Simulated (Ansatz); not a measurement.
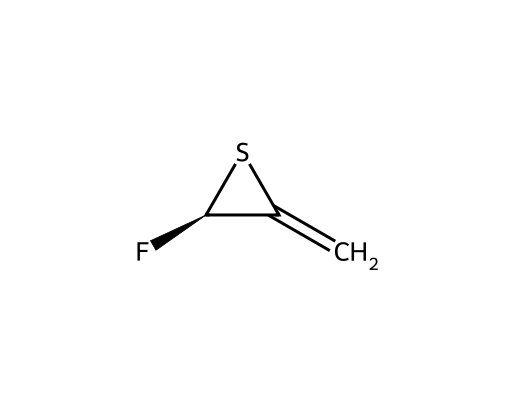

Skeletal drawing of a molecule.

Write the SMILES.

C=C1S[C@@H]1F

Give the formula, hydrogens included.

C3H3FS.

An optimisation with PBE0-D4/def2-TZVP gave a structure of which point group?

C1.

More results for the same structure follow; atom numbers are the same in all pictures, views and colours differ. Computed geometry: PBE0-D4/def2-TZVP optimisation.

**Levels of theory compared**

Program: Ansatz 0.2.0.

Compare dipole (D), HOMO energy (eV), HOMO–LUMO gap (eV) at these levels: B3LYP-D4/def2-TZVPP; PBE-D4/def2-TZVPP; r2SCAN-D4/def2-TZVPP; ωB97M-V/def2-TZVPP.

```csv
level,dipole (D),HOMO energy (eV),HOMO–LUMO gap (eV)
B3LYP-D4/def2-TZVPP,1.44,−6.65,5.79
PBE-D4/def2-TZVPP,1.30,−5.79,4.19
r2SCAN-D4/def2-TZVPP,1.39,−5.99,4.57
ωB97M-V/def2-TZVPP,1.46,−8.96,10.40
```

**Vibrations**

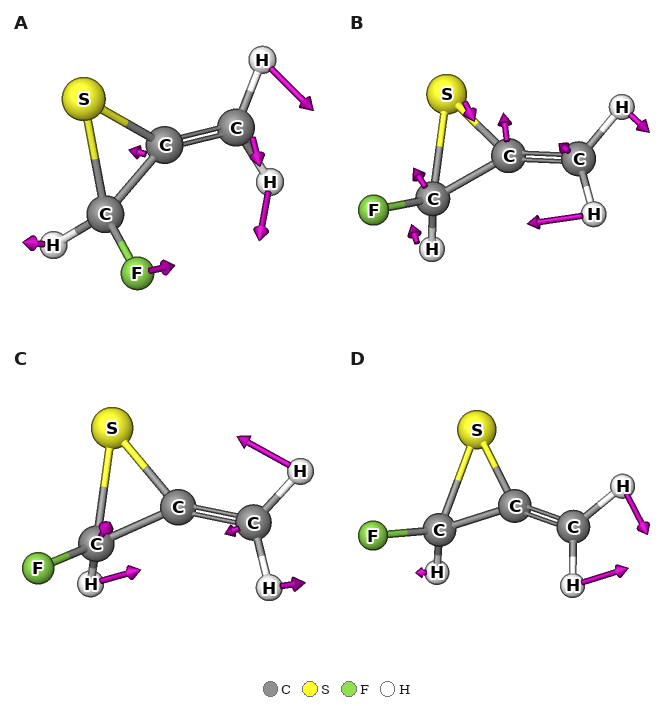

4 normal modes of one molecule or complex, as arrows. Harmonic vibrations computed with RKS PBE0-D4/def2-TZVP (Ansatz 0.2.0) at a stationary point of the same level.

Match the panels to the wavenumbers 214 cm⁻¹, 706 cm⁻¹, 955 cm⁻¹, 1446 cm⁻¹.

A: 214 cm⁻¹
B: 706 cm⁻¹
C: 955 cm⁻¹
D: 1446 cm⁻¹, angle bending

**Thermal motion**

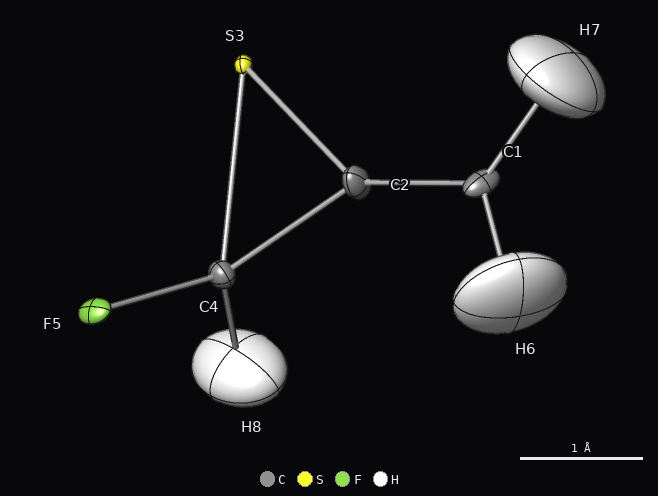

Displacement ellipsoids at the 50 % level, enlarged 2 times, from the internal vibrations of the free molecule (harmonic, no overall translation or rotation; no half-axis is drawn under 0.075 Å). Vibrations computed with RKS PBE0-D4/def2-TZVP (Ansatz 0.2.0). Temperature: 200 K.

Which atom moves most?

H7, with U_eq = 0.0181 Å².

Does H7 move more along its bond or across it?

Across it: the root-mean-square amplitude is 0.084 Å along the bond and up to 0.164 Å across, since bending and torsion are softer than stretching.

Give the displacement parameters, one line for each set of equivalent atoms.

| atom | U_eq (Å²) | rms amplitudes (Å) |
| --- | --- | --- |
| C1 | 0.0018 | 0.030, 0.037, 0.057 |
| C2 | 0.0020 | 0.034, 0.043, 0.055 |
| S3 | 0.00052 | 0.010, 0.024, 0.030 |
| C4 | 0.0016 | 0.036, 0.040, 0.043 |
| F5 | 0.0015 | 0.017, 0.039, 0.051 |
| H6 | 0.0175 | 0.080, 0.144, 0.160 |
| H7 | 0.0181 | 0.081, 0.144, 0.164 |
| H8 | 0.0132 | 0.080, 0.114, 0.143 |
